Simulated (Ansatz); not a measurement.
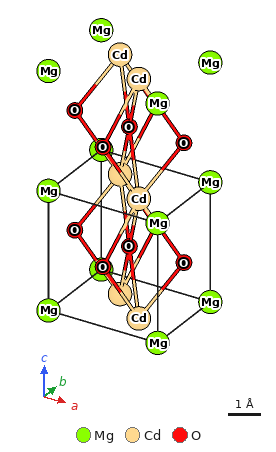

This is the input geometry for a relaxation of crystalline MgCd2O3 (a generated structure, set up in P6/mmm) (coarse preliminary run). Style: ball-and-stick. Shown: the cell of the calculation, repeated 1 × 1 × 2 with one cell outlined, slightly off an axis.

These are results of DFT PBE, scalar-relativistic, plane waves, PAW in Ansatz, not measurements.

The input:
```yaml
crystal:
  lattice:
    - [5.24875749, 0.0, 0.0]
    - [-2.62437875, 4.54555733, 0.0]
    - [0.0, 0.0, 3.94438144]
  atoms:
    - { symbol: Mg, position: [0.0, 0.0, 0.0] }
    - { symbol: Cd, position: [0.66666667, 0.33333333, 0.0] }
    - { symbol: Cd, position: [0.33333333, 0.66666667, 0.0] }
    - { symbol: O, position: [0.5, 0.0, 0.5], spin: 1.0 }
    - { symbol: O, position: [0.5, 0.5, 0.5], spin: 1.0 }
    - { symbol: O, position: [0.0, 0.5, 0.5], spin: 1.0 }
basis:
  ecutwfc: 420
kpoints:
  mp_grid: { grid: [6, 6, 4] }
hamiltonian:
  xc: pbe
scf:
  occupations: { method: gaussian, width: 0.1 }
  lower_state_search: "off"
output:
  forces: true
  stress: true
  eigenvalues: true
  populations: true
magnetization:
  spin_polarized: true
relax:
  adjacent_minimum: "off"
  f_tol: 0.04
  max_steps: 70
  cell: { stress_tol: 0.4 }
```

Run as
```bash
ansatz run input.yaml --threads 1 --pin off --max-ram 2048MiB --backend cpu --events-out ev --progress --plain --runs-dir out
```

What does the optimiser find from here?

Answer. The atoms keep their places relative to the cell (all moves are under 0.005 Å). The volume changes by −3.9 %, with a = b 5.249 → 5.805 Å (+10.6 %), c 3.944 → 3.100 Å (−21.4 %). Near-neighbour distances that change, for instance: Cd2–O4 2.487 → 2.283 Å. Bond angles that change, for instance: O4–Cd3–O4 104.9° → 85.5°, Cd2–O5–Cd3 75.1° → 94.5°, Cd2–O5–Cd2 104.9° → 85.5°. The space group stays P6/mmm (No. 191). After 8 accepted moves (10 points after the start) the energy has fallen by 512 meV per atom. All forces vanish by symmetry, so only the cell relaxes. Pressure: −4.67 GPa at the start and 0.23 GPa at the end. At 2 points the geometry stayed and the basis and grid were re-selected for the new cell (energy shift of 12.4 meV per atom at most each time). The program noted that the starting moments weren't kept. Cost: 71 s on 1 thread of Intel(R) Xeon(R) 6975P-C (Granite Rapids), on a shared host, peak memory 0.58 GiB.

History of the run:

```json
{"step": "0", "E − E(0), meV/atom": "0.00", "pressure, GPa": "-4.67", "volume, Å³/atom": "15.685", "note": ""}
{"step": "1", "E − E(0), meV/atom": "-147.76", "pressure, GPa": "-4.33", "volume, Å³/atom": "15.359", "note": ""}
{"step": "2", "E − E(0), meV/atom": "-296.90", "pressure, GPa": "-2.64", "volume, Å³/atom": "14.927", "note": ""}
{"step": "3", "E − E(0), meV/atom": "-416.87", "pressure, GPa": "0.29", "volume, Å³/atom": "14.580", "note": ""}
{"step": "4", "E − E(0), meV/atom": "-492.76", "pressure, GPa": "0.78", "volume, Å³/atom": "14.728", "note": ""}
{"step": "5", "E − E(0), meV/atom": "-496.09", "pressure, GPa": "1.02", "volume, Å³/atom": "14.829", "note": ""}
{"step": "6", "E − E(0), meV/atom": "-497.53", "pressure, GPa": "-1.08", "volume, Å³/atom": "15.065", "note": ""}
{"step": "7", "E − E(0), meV/atom": "-498.47", "pressure, GPa": "0.04", "volume, Å³/atom": "14.912", "note": ""}
{"step": "8", "E − E(0), meV/atom": "-510.85", "pressure, GPa": "1.04", "volume, Å³/atom": "14.912", "note": "same geometry, new basis"}
{"step": "9", "E − E(0), meV/atom": "-511.73", "pressure, GPa": "0.18", "volume, Å³/atom": "15.078", "note": ""}
{"step": "10", "E − E(0), meV/atom": "-512.21", "pressure, GPa": "0.23", "volume, Å³/atom": "15.078", "note": "same geometry, new basis"}
```

Final geometry:

```
Mg Cd O
1.0
     5.80501    0.00000    0.00000
    -2.90250    5.02728    0.00000
     0.00000    0.00000    3.10003
Mg Cd O
1 2 3
Cartesian
  0.0000 0.0000 0.0000
  2.9025 1.6758 0.0000
  0.0000 3.3515 0.0000
  2.9025 0.0000 1.5500
  1.4513 2.5136 1.5500
  -1.4513 2.5136 1.5500
```

The end point in the same view:

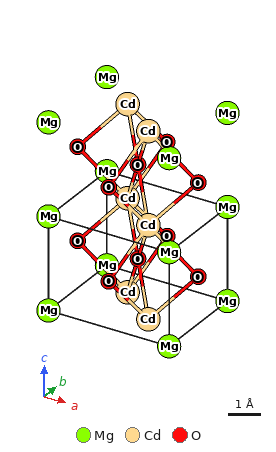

Limits of the set-up: the k-point mesh is coarse for a cell with partly filled bands.
